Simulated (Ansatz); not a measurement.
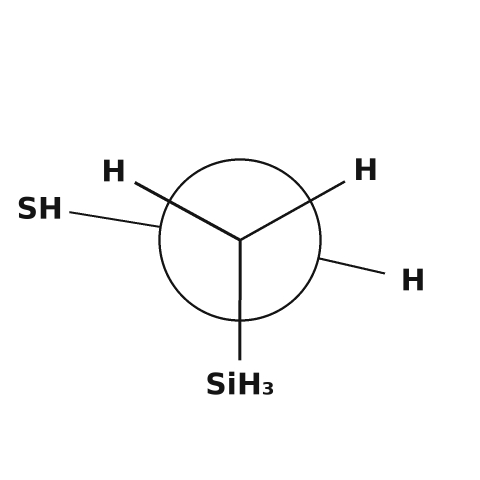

A Newman projection along the Si–B bond, silicon in front; angles are drawn as computed, but eclipsed bonds slightly apart. Computed geometry: PBE0-D4/def2-TZVP optimisation. No frequency run is at hand to confirm it as a minimum.

> Which molecule is it?

BH7SSi2, [SiH3][SiH2]BS

> What is the torsion angle from the front SiH3 to the back SH? The sign is positive where the front bond must turn clockwise to cover the back bond.

99°, about perpendicular.
